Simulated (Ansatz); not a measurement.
# Cu3Hg (built on the sites of a database entry of Li3Hg): a soft mode frozen in

Wanted: the energy along a soft mode of Cu3Hg (built on the sites of a database entry of Li3Hg) and the structure at the end.

Method: DFT PBE+D3(BJ), scalar-relativistic, plane waves, PAW, in Ansatz 0.2.0.

The structure was built from a prototype and need not be the compound's stable phase.

## (1) Starting point

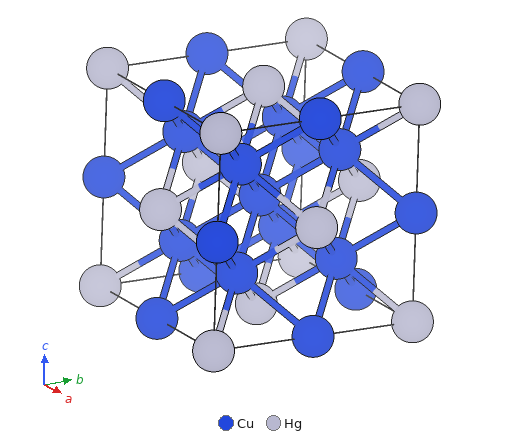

The cell as given, slightly off an axis (copper blue, mercury light grey). This picture shows the conventional cell, with its axes. Some periodic images of atoms are drawn too.

As a file:

```cif
data_structure
_symmetry_space_group_name_H-M 'Fm-3m'
_symmetry_Int_Tables_number 225
_cell_length_a 6.0199
_cell_length_b 6.0199
_cell_length_c 6.0199
_cell_angle_alpha 90.000
_cell_angle_beta 90.000
_cell_angle_gamma 90.000
_cell_volume 218.15
loop_
_atom_site_label
_atom_site_type_symbol
_atom_site_symmetry_multiplicity
_atom_site_Wyckoff_symbol
_atom_site_fract_x
_atom_site_fract_y
_atom_site_fract_z
_atom_site_occupancy
Cu1 Cu 8 c 0.25000 0.75000 0.75000 1
Cu2 Cu 4 b 0.50000 0.00000 0.00000 1
Hg1 Hg 4 a 0.00000 0.00000 0.00000 1
```

## (2) Phonons on a q mesh

The cell comes from relaxations at this level that are not shown. Stability and thermal properties need the whole zone. Linear response on a 4×4×4 q mesh gives force constants as far as a supercell of that size would.

input.yaml reads:

```yaml
crystal:
  lattice:
    - [0.0, 3.009930578, 3.009930578]
    - [3.009930578, 0.0, 3.009930578]
    - [3.009930578, 3.009930578, 0.0]
  atoms:
    - { symbol: Cu, position: [0.25, 0.25, 0.25] }
    - { symbol: Cu, position: [0.75, 0.75, 0.75] }
    - { symbol: Cu, position: [0.5, 0.5, 0.5] }
    - { symbol: Hg, position: [0.0, 0.0, 0.0] }
kpoints:
  mp_grid: { grid: [12, 12, 12] }
hamiltonian:
  xc: pbe
  dispersion: d3bj
scf:
  occupations: { method: methfessel_paxton, width: 0.2 }
output:
  eigenvalues: true
phonons:
  method: dfpt
  qmesh: [4, 4, 4]
  temperatures: { t_max: 1000, t_step: 50 }
  qpath:
    path:
      - [[0.0, 0.0, 0.0], [0.5, 0.0, 0.5], [0.625, 0.25, 0.625]]
      - [[0.375, 0.375, 0.75], [0.0, 0.0, 0.0], [0.5, 0.5, 0.5], [0.5, 0.25, 0.75], [0.5, 0.0, 0.5]]
    npoints: 10
```

Run with:

```console
$ ansatz run input.yaml --threads 8 --pin off --max-ram 14336MiB --backend cpu --events-out ev --progress --plain --runs-dir out
```

Numbers of over 12 decimals in the logs are rounded to 6 here.

Log:

```text
Engine: ansatz 0.2.0, aarch64-unknown-linux-gnu
Pseudopotentials: kind: paw
Pseudopotential: Cu, paw, valence charge 19, recommended cutoff 420 eV (normal), Cu.paw.azcp
Pseudopotential: Hg, paw, valence charge 20, recommended cutoff 420 eV (normal), Hg.paw.azcp
Functional definition: PBE
  parameter kappa = 0.804
  parameter beta = 0.066725
  exchange = pbe_x(kappa = kappa, mu = beta*pi^2/3)
  correlation = pbe_c(beta = beta)
Crystal: 4 atoms, lattice volume = 54.538 Å³
Basis set: ecut = 420 eV, 1067 PW (Γ), exchange–correlation on 60×60×60 points (8 copies of the dense FFT grid, shifted against one another)
Bands: 47, of which v1, the nominal top of the filled ones, is band 39 counted from 1 (38 counted from 0)
Symmetry: 48 space group operations
k-points: 72 of 1728
Non-local potential: Cu, projectors of the file, l = 0: 3, l = 1: 2, l = 2: 3, l = 3: 1
Non-local potential: Hg, projectors of the file, l = 0: 3, l = 1: 2, l = 2: 2, l = 3: 1
PAW form: soft (Blöchl's): semilocal exchange-correlation on the pseudo side does not see the compensation charge
PAW one-centre angular grid: Cu, 590 points (default); XC on 64 Gauss nodes
PAW one-centre angular grid: Hg, 590 points (default); XC on 64 Gauss nodes
Initial density: superposition of atomic densities (neutral atoms: chi_scale 0, normalization atom), corrected by the library's trained network
Initial wavefunctions: pseudopotential atomic-orbital guess
Functional: x = pbe(κ = 0.804, μ = 0.219515), c = pbe(β = 0.066725)
SCF iter   1: F=—  HF=-33690.544001 eV  |F-HF|=—  |Δ(HF+E_count)|=         —  Δρ=1.51e-3  dr2=6.87e-4  ethr=1.77e-3  ⟨swp⟩=5.4  Hψ=10731  notcnv=0  defer=15
preconditioner: auto → Kerker (q_TF=auto, 2.890 Å⁻¹)  [metal: Δε(μ)=0.036 eV  Ē_g=11.248 eV  σ=0.200 eV  W_gap=0.15  n_scr=14 (ndim 8)  ℏωp=33.7 eV  f_vac=0.000  D(μ)=1.55/eV (n_scr^D=14)]
SCF iter   2: F=—  HF=-33690.545036 eV  |F-HF|=—  |Δ(HF+E_count)|=   1.04e-3  S|Δr|=    0.00e0  Δρ=6.36e-4  dr2=9.99e-5  ethr=8.92e-7  ⟨swp⟩=2.4  Hψ=6897  notcnv=0  defer=15
SCF iter   3: F=—  HF=-33690.545100 eV  |F-HF|=—  |Δ(HF+E_count)|=   6.43e-5  S|Δr|=    0.00e0  Δρ=3.31e-4  dr2=3.23e-5  ethr=1.30e-7  ⟨swp⟩=2.0  Hψ=4819  notcnv=0  defer=15
SCF iter   4: F=—  HF=-33690.545094 eV  |F-HF|=—  |Δ(HF+E_count)|=   6.05e-6  S|Δr|=    0.00e0  Δρ=7.21e-5  dr2=2.63e-6  ethr=4.20e-8  ⟨swp⟩=2.6  Hψ=5075  notcnv=0  defer=15
SCF iter   5: F=—  HF=-33690.545097 eV  |F-HF|=—  |Δ(HF+E_count)|=   2.85e-6  S|Δr|=    0.00e0  Δρ=2.87e-5  dr2=6.84e-7  ethr=3.41e-9  ⟨swp⟩=2.4  Hψ=4669  notcnv=0  defer=15
SCF iter   6: F=—  HF=-33690.545097 eV  |F-HF|=—  |Δ(HF+E_count)|=   1.37e-7  S|Δr|=    0.00e0  Δρ=1.03e-5  dr2=7.68e-8  ethr=8.88e-10  ⟨swp⟩=2.0  Hψ=4367  notcnv=0  defer=15
SCF iter   7: F=—  HF=-33690.545097 eV  |F-HF|=—  |Δ(HF+E_count)|=   3.73e-9  S|Δr|=    0.00e0  Δρ=2.35e-6  dr2=2.45e-9  ethr=9.98e-11  ⟨swp⟩=2.1  Hψ=3914  notcnv=0  defer=15
SCF iter   8: F=—  HF=-33690.545097 eV  |F-HF|=—  |Δ(HF+E_count)|=  5.75e-10  S|Δr|=    0.00e0  Δρ=6.94e-7  dr2=1.57e-10  ethr=3.18e-12  ⟨swp⟩=2.0  Hψ=4708  notcnv=0  defer=15
SCF iter   9: F=—  HF=-33690.545097 eV  |F-HF|=—  |Δ(HF+E_count)|=  1.46e-11  S|Δr|=    0.00e0  Δρ=6.36e-7  dr2=1.29e-10  ethr=1.00e-12  ⟨swp⟩=2.0  Hψ=5234  notcnv=0  defer=15
SCF iter  10: F=-33690.545097 eV  HF=-33690.545097 eV  |F-HF|=7.28e-12  |Δ(HF+E_count)|=  2.18e-11  S|Δr|=    0.00e0  Δρ=8.72e-8  dr2=3.10e-12  ethr=1.00e-12  ⟨swp⟩=7.9  Hψ=18036  notcnv=0
SCF 1 converged in 10 iterations: F = -33690.545097 eV  dr2 = 3.10e-12
  greatest PAW one-centre occupation: 1.000 electrons in one spin orbital (limit 2), on the Hg atom at site 3 (counted from 0), in its partial waves of l = 0
phonons: the bands overlap, so this run is a metal and interpolates without the dipole-dipole term. If the crystal is really an insulator or semiconductor, its LO-TO splitting is missing
NSCF: frozen V_eff on 72 k-points
NSCF: frozen V_eff on 163 k-points
DFPT response loops at q = (0, 0, 0) (fractional): preconditioner auto → Kerker (q_TF=auto, 2.890 Å⁻¹) (partly filled bands, converged f_vac=0.000); β = 1.00, the filter's whole step (`scf.mixing.beta` (0.50) is not read by the response loops under this deck's `scf.mixing.preconditioner`; to damp them name `kerker` or `kerker_dos`, under which they read `scf.mixing.beta`, and type it under 1.00, their step now; both keys bind the ground state too); Broyden in place of MSR1
NSCF: frozen V_eff on 1872 k-points
DFPT response loops at q = (0, 0, 0.25) (fractional): mixed as the last ones told, above
NSCF: frozen V_eff on 952 k-points
DFPT response loops at q = (0, 0, -0.5) (fractional): mixed as the last ones told, above
NSCF: frozen V_eff on 1020 k-points
DFPT response loops at q = (0, 0.25, 0.25) (fractional): mixed as the last ones told, above
NSCF: frozen V_eff on 3456 k-points
DFPT response loops at q = (0, 0.25, -0.5) (fractional): mixed as the last ones told, above
NSCF: frozen V_eff on 1872 k-points
DFPT response loops at q = (0, 0.25, -0.25) (fractional): mixed as the last ones told, above
NSCF: frozen V_eff on 560 k-points
DFPT response loops at q = (0, -0.5, -0.5) (fractional): mixed as the last ones told, above
NSCF: frozen V_eff on 1020 k-points
DFPT response loops at q = (0.25, -0.5, -0.25) (fractional): mixed as the last ones told, above
SCF converged after 10 iterations
Stability not checked: this state was not tested for a lower state beside it, because cold or Methfessel-Paxton smearing, or corrected tetrahedra, fill the levels in a way that the test cannot read (fill_not_monotonic; see scf.lower_state_search)
Free energy (F): -33690.545097 eV
Harris-Foulkes:  -33690.545097 eV  (|F-HF|=7.28e-12)
Internal energy: -33690.541437 eV  (E = F + TS)
E sigma→0 (E₀):  -33690.544182 eV
Entropy (-TS):   -0.003660 eV (-0.915 meV/atom)
Fermi energy:    17.879618 eV
--- Per-component energies (eV) ---
  E_band       = -1360.401382
  E_kinetic    = 1505.489899
  E_local      = -14519.678424  (includes V_loc(G=0)·N_el)
  E_nonlocal   = 1250.603028
  E_hartree    = 6412.366398
  E_xc         = -489.687340
  E_vxc        = -609.975614  (∫ρ·V_xc dr)
  E_paw        = -14940.907882  (= ΣΔE_a)
  E_vpaw       = -1811.574874  (= ΣTr[D̂ρ^β])
  E_aug_tail   = 0.001678  (compensation charges beyond the density's cutoff)
  E_ewald      = -12906.485602
  E_disp       = -2.243192  (pairwise vdW)
  E_smearing   = -0.003660  (= −TS)
  E_closure    = 0.000000  (closes the sum)
  Σ components = -33690.545097   (vs F -33690.545097, Δ=0.00e0)
--- Band table (eV; the first three rows and the last of 72) ---
  k-point 0: bands = [... 35 lower, 15.9019, 15.9019, 22.4863, 23.0553, 23.0553, 23.0553, 23.0606, 23.9916, ... 4 higher]
  k-point 1: bands = [... 35 lower, 15.8929, 15.8929, 21.2688, 22.6235, 22.7015, 22.7015, 23.4930, 24.2349, ... 4 higher]
  k-point 2: bands = [... 35 lower, 15.8698, 15.8698, 19.6153, 22.2268, 22.2268, 22.4028, 23.7556, 23.8904, ... 4 higher]
  k-point 71: bands = [... 35 lower, 15.9559, 15.9634, 16.1894, 16.3101, 16.3101, 24.1487, 24.6009, 24.8733, ... 4 higher]
--- Phonons (Γ-DFPT): 3 representative perturbations + reference (Σ response iterations 12) ---
  ASR residual: 4.623e-5 → 0.000e0 eV/Å²; symmetrization residual: 1.655e-5 eV/Å²
  pairwise dispersion correction: d3bj (s6 = 1.0, s8 = 0.7875, a1 = 0.4289, a2_bohr = 4.4407), with the weights of each atom's references fixed at the reference crystal's, and the forces and stress that the weights' published response gives there kept as a pressure on the atom's counted neighbours (hamiltonian.dispersion)
  ASR residual per site (eV/Å²): 4.62e-5 4.62e-5 1.42e-5 5.16e-6
  Γ frequencies (cm⁻¹): 0.00 0.00 0.00 134.00 134.00 134.00 154.51 154.51 154.51 193.59 193.59 193.59
--- Phonons (arbitrary-q DFPT): 8 irreducible q on the 4×4×4 mesh ---
  q = [0.0000, 0.0000, 0.0000] (star 1, of the zone-centre solve; hermiticity 3.63e-6, symmetrization 4.24e-12): -0.00 0.00 0.00 134.00 134.00 134.00 154.51 154.51 154.51 193.59 193.59 193.59
  q = [0.0000, 0.0000, 0.2500] (star 8, 3 solved perturbations on 936 of 1728 k-point pairs; hermiticity 3.48e-6, symmetrization 2.09e-12): 27.60 27.60 70.69 110.63 110.63 115.95 169.68 169.68 172.26 190.17 192.67 192.67
  q = [0.0000, 0.0000, -0.5000] (star 4, 3 solved perturbations on 476 of 1728 k-point pairs; hermiticity 1.34e-6, symmetrization 2.07e-12): 38.42 38.42 79.80 96.45 96.45 116.61 177.19 177.19 178.66 183.93 188.33 188.33
  q = [0.0000, 0.2500, 0.2500] (star 6, 6 solved perturbations in 2412 linear systems a pass and spin channel, the states on 510 of 1728 k-point pairs; hermiticity 2.09e-6, symmetrization 7.54e-13): 36.03 36.03 85.28 98.74 98.74 124.69 155.21 178.65 178.65 184.59 195.11 195.11
  q = [0.0000, 0.2500, -0.5000] (star 24, 6 solved perturbations in 7992 linear systems a pass and spin channel, the states on 1728 of 1728 k-point pairs; hermiticity 5.49e-6, symmetrization 1.04e-12): -14.18 38.67 78.20 109.60 115.54 128.79 159.87 165.87 170.87 191.20 198.72 204.64
  q = [0.0000, 0.2500, -0.2500] (star 12, 6 solved perturbations in 4338 linear systems a pass and spin channel, the states on 936 of 1728 k-point pairs; hermiticity 3.11e-6, symmetrization 1.23e-12): -24.09 58.23 58.38 111.07 122.51 129.61 152.30 163.87 172.20 193.47 197.01 199.94
  q = [0.0000, -0.5000, -0.5000] (star 3, 6 solved perturbations in 1329 linear systems a pass and spin channel, the states on 280 of 1728 k-point pairs; hermiticity 2.74e-6, symmetrization 5.89e-13): -34.98 -34.98 112.20 122.04 122.04 148.22 159.33 159.33 162.58 166.00 212.87 212.87
  q = [0.2500, -0.5000, -0.2500] (star 6, 6 solved perturbations in 2316 linear systems a pass and spin channel, the states on 510 of 1728 k-point pairs; hermiticity 2.21e-6, symmetrization 1.31e-12): -18.92 64.77 64.77 94.58 123.61 123.61 159.55 161.21 189.09 195.71 195.71 200.08
  sum rule: each row above includes the acoustic sum rule's correction from the zone centre's row sums; it moved no ω² by more than (0.44 cm⁻¹)²
  mesh force constants: q→R imaginary residual 4.94e-18; ASR residual 4.623e-5 → 0.000e0 eV/Å²; symmetrization residual 7.105e-15 eV/Å²
  interpolated dispersion: 62 rows × 12 modes
  density of states and harmonic sums: on the 20×20×20 q-mesh, interpolated from the force constants of a 4×4×4 supercell (no non-analytic term)
  largest difference from the sums on the solved wave vectors: F 8.25e-2 eV, S 1.01e-4 and C_V 1.93e-5 eV/K
  zero-point energy: 0.096788 eV/cell   skipped modes (ω ≤ 0): 152, of them read as no rigid motion or as one in doubt: 149 (5.760e-1 modes/cell left out, lowest -35.17 cm⁻¹)   left out of the sums: 4.80e-2 of the cell's modes: C_V's classical limit lies that fraction below 3 k_B per atom; for a crystal, a wire or a layer, F and S can be off by more, and a phonons.interpolated_qmesh denser along its periods is the remedy for the sampling
```

Elapsed: 17 min, on 8 threads of Arm Neoverse V2, shared host; peak memory 8.7 GiB.

Numbers from this step:

| Quantity | Value |
| --- | --- |
| volume per atom | 13.63 Å³ |
| gap on the k-mesh | 0 eV |
| sum-rule residual before enforcement | 4.62e-5 eV/Å² |
| lowest frequency on the path | -35.24 cm⁻¹ |
| point group | m-3m |
| highest frequency on the path or at a solved wavevector | 212.9 cm⁻¹ |
| highest optical mode at the zone centre (no LO-TO term) | 193.6 cm⁻¹ |
| lowest optical zone-centre mode | 134 cm⁻¹ |
| lowest mode on the q mesh (acoustic modes at Γ apart) | -34.98 cm⁻¹ |

Frequencies (cm⁻¹) solved at each irreducible wavevector; negative means imaginary. Frequencies by wavevector, by row:

```tsv
q in reciprocal lattice units	star	mode 1	mode 2	mode 3	mode 4	mode 10	mode 11	mode 12
0 0 0	1	0	0	0	134	193.6	193.6	193.6
0 0 0.25	8	27.6	27.6	70.7	110.6	190.2	192.7	192.7
0 0 -0.5	4	38.4	38.4	79.8	96.5	183.9	188.3	188.3
0 0.25 0.25	6	36	36	85.3	98.7	184.6	195.1	195.1
0 0.25 -0.5	24	-14.2	38.7	78.2	109.6	191.2	198.7	204.6
0 0.25 -0.25	12	-24.1	58.2	58.4	111.1	193.5	197	199.9
0 -0.5 -0.5	3	-35	-35	112.2	122	166	212.9	212.9
0.25 -0.5 -0.25	6	-18.9	64.8	64.8	94.6	195.7	195.7	200.1
```

Interpolated from a 4×4×4 q mesh. The phonon branches at the labelled points (cm⁻¹):

```tsv
point	branch 1	branch 2	branch 3	branch 4	branch 9	branch 10	branch 11	branch 12
Γ	0	0	0	134	154	194	194	194
X	-35	-35	112	122	163	166	213	213
U	-35	40	92	107	182	186	199	209
jump to K	-35	40	92	107	182	186	199	209
Γ	0	0	0	134	154	194	194	194
L	38	38	80	96	179	184	188	188
W	-19	65	65	95	189	196	196	200
X	-35	-35	112	122	163	166	213	213
```

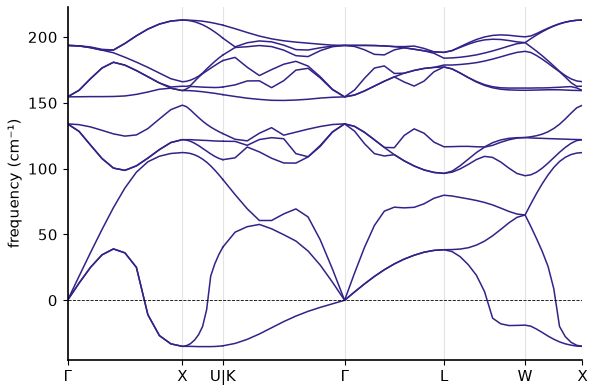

Phonon branches along the path.

Symmetry leaves 8 wavevectors to solve. The lowest mode among them, the acoustic zeros apart, lies at q = (0, -0.5, -0.5) and is imaginary, 35.0i cm⁻¹, so the energy falls along it.

## (3) The mode frozen in, largest atomic shift 0 Å

The mode followed lies at q = (0, -0.5, -0.5) with frequency 35.0i cm⁻¹ and is 2-fold degenerate, the softest among the wavevectors solved. At small amplitude the distorted cell has space group no. 11 by a symmetry search on the positions. The undistorted cell that holds it gives the zero of energy on the same k mesh.

System of this step: Cu3Hg (built on the sites of a database entry of Li3Hg). It takes space group Fm-3m (No. 225, cubic). Conventional cell: a = 6.020 Å, b = 6.020 Å, c = 6.020 Å, α = 90.00°, β = 90.00°, γ = 90.00°. Nearest to Cu lie 4 Cu at 2.61 Å and 4 Hg at 2.61 Å. Nearest to Cu lie 8 Cu at 2.61 Å. Hg has 8 Cu at 2.61 Å nearest. Farther neighbours are not listed.

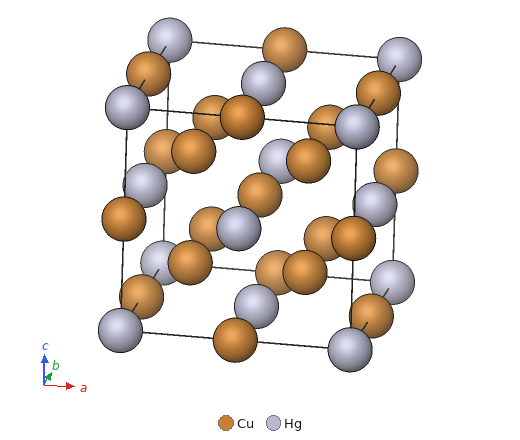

The cell of this step (copper orange, mercury light grey). Some periodic images of atoms are drawn too.

input.yaml reads:

```yaml
crystal:
  lattice:
    - [0.0, -3.009930578, -3.009930578]
    - [0.0, 3.009930578, -3.009930578]
    - [6.0198611561, 0.0, 0.0]
  atoms:
    - { symbol: Cu, position: [0.0, 0.5, 0.75] }
    - { symbol: Cu, position: [0.5, 0.0, 0.25] }
    - { symbol: Cu, position: [0.0, 0.5, 0.25] }
    - { symbol: Cu, position: [0.5, 0.0, 0.75] }
    - { symbol: Cu, position: [0.5, 0.5, 0.0] }
    - { symbol: Cu, position: [0.0, 0.0, 0.5] }
    - { symbol: Hg, position: [0.0, 0.0, 0.0] }
    - { symbol: Hg, position: [0.5, 0.5, 0.5] }
kpoints:
  mp_grid: { grid: [8, 8, 6] }
hamiltonian:
  xc: pbe
  dispersion: d3bj
scf:
  occupations: { method: methfessel_paxton, width: 0.2 }
output:
  forces: true
  stress: true
  eigenvalues: true
```

Log:

```text
[...]
Crystal: 8 atoms, lattice volume = 109.076 Å³
Basis set: ecut = 420 eV, 2157 PW (Γ), exchange–correlation on 60×60×90 points (8 copies of the dense FFT grid, shifted against one another)
Bands: 93, of which v1, the nominal top of the filled ones, is band 77 counted from 1 (76 counted from 0)
Symmetry: 32 space group operations
[...]
k-points: 60 of 384
[...]
k-point 0: bands = [... 73 lower, 16.0957, 16.1252, 16.5712, 16.5712, 20.4078, 21.4902, 22.4865, 23.0551, ... 12 higher]
  k-point 1: bands = [... 73 lower, 15.8910, 16.5778, 17.1954, 17.1954, 20.4399, 21.5143, 21.6739, 21.9438, ... 12 higher]
  k-point 2: bands = [... 73 lower, 15.8474, 17.7509, 18.1638, 18.1638, 20.5541, 20.5658, 20.5658, 20.8500, ... 12 higher]
  k-point 59: bands = [... 73 lower, 15.9648, 16.1931, 16.1931, 16.3124, 16.3124, 16.3124, 16.3124, 24.1499, ... 12 higher]
[key lines of the parts left out:]
SCF converged after 7 iterations
Free energy (F): -67381.120921 eV
Fermi energy:    17.868838 eV
P = ⅓ Tr σ = 0.0009 GPa (0.009 kbar)
```

Run time: 4.2 s. Hardware: 8 threads; peak memory 0.97 GiB; 32 s of CPU time.

This step gave:

```yaml
pressure: 8.81e-4 GPa
energy_from_the_undistorted_cell: 0 meV/atom
```

The run ends at a pressure of 0.00 GPa.

## (4) The mode frozen in, largest atomic shift 0.22 Å

The atoms are moved along the unstable eigenvector, the largest shift by 0.22 Å, with the cell fixed.

input.yaml, the sections that differ from step 3:

```yaml
crystal:
  lattice:
    - [0.0, -3.009930578, -3.009930578]
    - [0.0, 3.009930578, -3.009930578]
    - [6.0198611561, 0.0, 0.0]
  atoms:
    - { symbol: Cu, position: [0.0515106764, 0.5042220408, 0.75] }
    - { symbol: Cu, position: [0.4484893236, -0.0042220408, 0.25] }
    - { symbol: Cu, position: [0.0515106764, 0.5042220408, 0.25] }
    - { symbol: Cu, position: [0.4484893236, -0.0042220408, 0.75] }
    - { symbol: Cu, position: [0.5314089198, 0.4974255873, 0.0] }
    - { symbol: Cu, position: [-0.0314089198, 0.0025744127, 0.5] }
    - { symbol: Hg, position: [-0.0499747881, 0.0040961526, 0.0] }
    - { symbol: Hg, position: [0.5499747881, 0.4959038474, 0.5] }
# kpoints, hamiltonian, scf, output: as in step 3
```

Log:

```text
[...]
Crystal: 8 atoms, lattice volume = 109.076 Å³
Basis set: ecut = 420 eV, 2157 PW (Γ), exchange–correlation on 60×60×90 points (8 copies of the dense FFT grid, shifted against one another)
Bands: 93, of which v1, the nominal top of the filled ones, is band 77 counted from 1 (76 counted from 0)
Symmetry: 4 space group operations
[...]
k-points: 136 of 384
[...]
k-point 0: bands = [... 73 lower, 16.0483, 16.1209, 16.5661, 17.2305, 20.1519, 21.2100, 22.5647, 22.9488, ... 12 higher]
  k-point 1: bands = [... 73 lower, 15.9957, 16.5774, 17.1388, 17.5648, 20.2053, 21.1909, 21.6693, 21.8541, ... 12 higher]
  k-point 2: bands = [... 73 lower, 15.9267, 17.7477, 18.0898, 18.3328, 20.3509, 20.4756, 20.5169, 20.8207, ... 12 higher]
  k-point 135: bands = [... 73 lower, 16.0239, 16.2036, 16.2036, 16.3122, 16.3122, 16.3627, 16.3627, 24.0408, ... 12 higher]
[key lines of the parts left out:]
SCF converged after 8 iterations
Free energy (F): -67381.141438 eV
Fermi energy:    17.844236 eV
P = ⅓ Tr σ = 0.2705 GPa (2.705 kbar)
```

The job ended after 11 s (8 threads; peak memory 1.4 GiB).

Numbers from this step:

| Property | Result |
| --- | --- |
| pressure | 0.2705 GPa |
| energy from the undistorted cell | -2.46 meV/atom |

The energy, extrapolated to zero smearing, is -2.46 meV/atom against the undistorted cell.

The run ends at a pressure of 0.27 GPa, with forces up to 0.10 eV/Å.

[end of part 1 of 3]

[Logs are printed without paths, hosts, clocks, repeated set-up lines and the standing remarks that a program may print on its own settings, such as how far it seeks lower states.]

[Hosts, paths, dates, database ids (printed as entryN), source tags and the programs' standing remarks are cut or masked in the printed files.]
